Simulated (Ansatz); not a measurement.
AlB2H2SOF (charge +1): single-point calculation

The run: single-point calculation of AlB2H2SOF, charge +1, multiplicity 2. Method and program: UKS revPBE0-d3bjatm/ANO-RCC-VTZP (Ansatz 0.2.0).

Some settings of this run were made unusual or wrong on purpose. The geometry comes from this level: PBE0-D4/def2-TZVP.

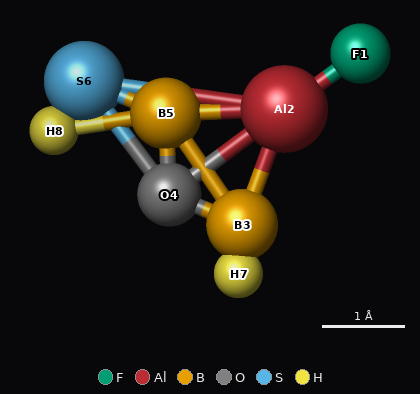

Fig. 1: The structure as given in the input (ball-and-stick view, seen at a tilt; atoms are numbered from 1 in the order of the input). Sticks mark near contacts.

### Outcome

```json
{"quantity": "outcome", "value": "converged"}
{"quantity": "total energy", "value": "−23525.2873 eV"}
{"quantity": "mean-field energy", "value": "−23524.7797 eV"}
{"quantity": "dispersion energy", "value": "−0.5076 eV"}
{"quantity": "⟨S²⟩", "value": "0.759"}
{"quantity": "SCF solution under orbital rotations", "value": "stable"}
{"quantity": "hardware", "value": "4 threads of Arm Neoverse V1, 23 GiB of memory available, shared host"}
{"quantity": "wall time", "value": "78 s (CPU time 5.1 min)"}
{"quantity": "peak memory", "value": "1.8 GiB"}
```

### What went wrong

The input was spoiled on purpose: squeeze. The run converged all the same; its numbers are those of the faulty input and shouldn't be used.

### Input
```yaml
crystal:
  periodic: [false, false, false]
  atoms:
    - {symbol: F, position_ang: [-0.037711, 2.306207, -0.133926]}
    - {symbol: Al, position_ang: [0.100673, 1.167331, -0.028058]}
    - {symbol: B, position_ang: [1.059536, 0.051281, 0.283259]}
    - {symbol: O, position_ang: [0.332483, -0.568497, 0.112744]}
    - {symbol: B, position_ang: [-0.528195, -0.141957, -0.124562]}
    - {symbol: S, position_ang: [-1.312979, -0.858825, -0.388557]}
    - {symbol: H, position_ang: [1.544093, -0.266067, 0.432276]}
    - {symbol: H, position_ang: [-0.979236, -1.462040, -0.238844]}
basis:
  gaussian: {orbitals: ANO-RCC-VTZP}
total_charge: 1
magnetization: {spin_polarized: true, initial_magnetization: 1}
hamiltonian: {xc: {name: revPBE0}, dispersion: d3bjatm}
accuracy: high
```

Launch command:
```bash
ansatz run in.yaml --threads 4 --pin off --events-out ev --progress --plain --max-ram 10444MiB
```

### Output
```
Functional definition: revPBE0
  name "revPBE0"
  cite "Zhang & Yang, Phys. Rev. Lett. 80, 890 (1998) doi:10.1103/PhysRevLett.80.890"
  cite "Adamo & Barone, J. Chem. Phys. 110, 6158 (1999) doi:10.1063/1.478522"
  cite "Perdew, Burke & Ernzerhof, Phys. Rev. Lett. 77, 3865 (1996) doi:10.1103/PhysRevLett.77.3865"
  parameter a = 0.25
  parameter kappa = 1.245
  parameter beta = 0.06672455060314922
  exchange = (1 - a)*pbe_x(kappa = kappa, mu = beta*pi^2/3) + a*exact_x
  correlation = pbe_c(beta = beta)
3870 factors; integrals over basis functions are off by at most 3.4e-9 eV
mean field evaluation 1: about -23481.7005 eV, gradient 1.1e2 eV
mean field evaluation 2: about -23311.3090 eV, gradient 2.1e2 eV
mean field evaluation 4: about -23519.4628 eV, gradient 3.4e1 eV
mean field evaluation 8: about -23524.2105 eV, gradient 4.6e-1 eV
mean field evaluation 16: about -23524.7797 eV, gradient 3.2e-2 eV
mean field evaluation 32: about -23524.7797 eV, gradient 5.3e-7 eV
mean field -23524.77972449 eV, -864.5197092067 hartree, gradient 6.4e-8 eV, S^2 0.758626; 2 other end points of the search recorded, 0 dependent functions left out
reference -23524.77973032 eV, -864.5197094208 hartree; 29, 28 occupied and 187, 188 virtual orbitals, 3870 factors
Total energy: -23525.28731593 eV, -864.5383628481 hartree
Relativity: scalar
```
